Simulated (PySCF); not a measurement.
**C4H6O2, SMILES `OCC1=CCO1`: what the electrons do**

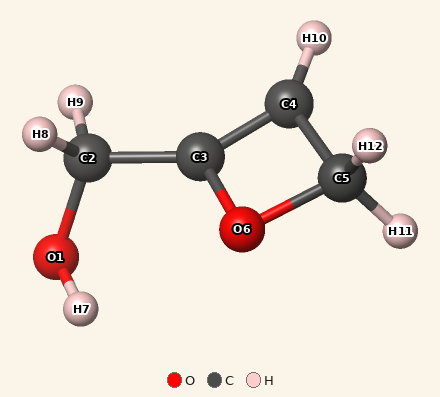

The molecule, with its atoms numbered as below. No frequency check shows the geometry to be a minimum.

Coordinates in Å:

```
O1       2.1717   -0.3814    0.4097
C2       1.3889    0.5147   -0.3432
C3      -0.0679    0.3106   -0.1198
C4      -1.1711    0.9843    0.2231
C5      -1.9249   -0.3086    0.1000
O6      -0.6737   -0.9351   -0.2569
H7       1.8037   -1.2657    0.2919
H8       1.6068    0.3993   -1.4186
H9       1.6703    1.5232   -0.0322
H10     -1.4371    1.9873    0.4703
H11     -2.3307   -0.7328    1.0176
H12     -2.6464   -0.3856   -0.7124
```

Part 1: Excited states

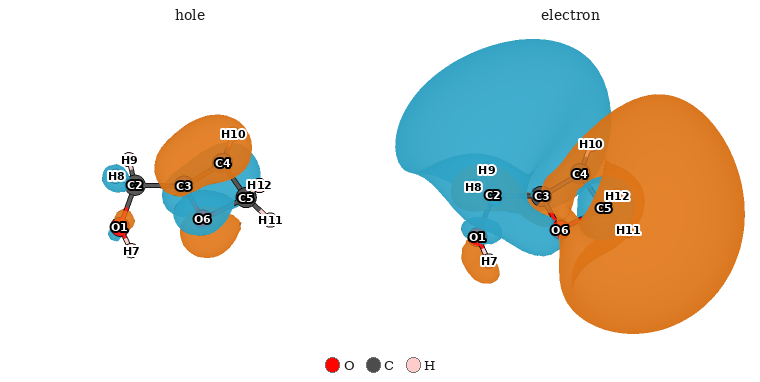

Leading natural transition orbital pair of S₃ (TDA singlet states); the surfaces enclose about 85 % of each orbital's density.

PySCF calculation, CAM-B3LYP/6-311+G**, gas phase; geometry: GFN2-xTB.

> Where does the state lie, and where do hole and electron sit?

6.68 eV (186 nm), f = 0.005, diffuse (Rydberg-like) orbital; the leading pair carries 99 %; hole on C4 (38 %), O6 (23 %) and C3 (22 %), electron on C5 (18 %), H11 (14 %) and C4 (13 %) (atom shares of so diffuse an orbital are rough); their centroids lie 0.7 Å apart; S₄ lies within 0.1 eV of it. In canonical orbitals it is mainly HOMO → LUMO+2 (88 %). The HOMO–LUMO gap is 8.97 eV.

Part 2: Localised orbitals

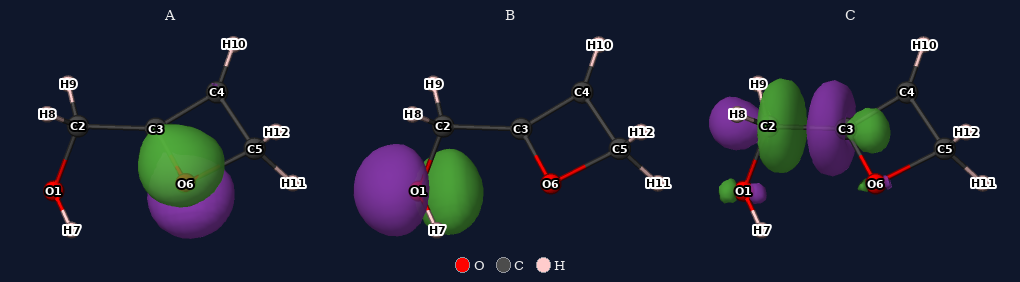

Intrinsic bond orbitals (IBO), occupied and valence-virtual; each surface holds about 80 % of the orbital's density. Energies are diagonal elements of the Fock matrix.

Method: PBE/def2-SVPD; geometry: GFN2-xTB; program: PySCF.

> Name the orbitals, with their atomic make-up and energies.

By panel:
- A: lone pair on O6 (p-type) (O6 92 %, C3 4 %, C4 3 %; −8.0 eV)
- B: lone pair on O1 (p-type) (O1 98 %; −7.4 eV)
- C: σ* orbital C2–C3 (C2 50 %, C3 47 %; 9.4 eV)

> Which has the smallest and which the largest spatial spread?

Smallest: B (0.88 Å); largest: C (1.00 Å).

> How do all the valence pairs divide up?

17 pairs: 12 σ bonds, 4 lone pairs and 1 two-centre π bond.

Part 3: Magnetic shielding

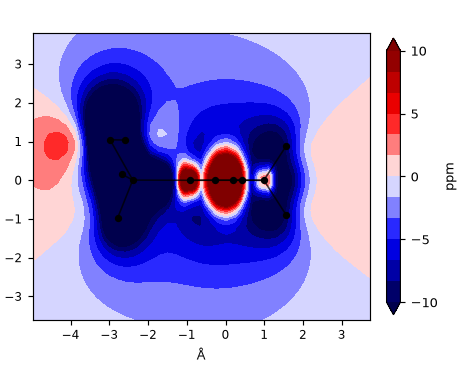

NICSzz (the component normal to the ring) in a plane perpendicular to the 4-membered ring C3/C4/C5/O6; GIAO shieldings; atoms are projected onto the map; negative values mean shielding.

Method: BP86/6-311G**; geometry: GFN2-xTB; program: PySCF.

> Classify the ring and give its NICS values.

It is neither clearly shielded nor deshielded above its centre; an sp³ atom breaks the ring's conjugation, so the values mix its σ bonds and separate π bonds and show no closed π ring current: NICS(0) = −3.0, NICS(1) = −1.6, NICS(1)zz = −2.3 ppm.

> What absolute proton shieldings does the same calculation give?

From 26.5 ppm (H10) to 31.7 ppm (H7).
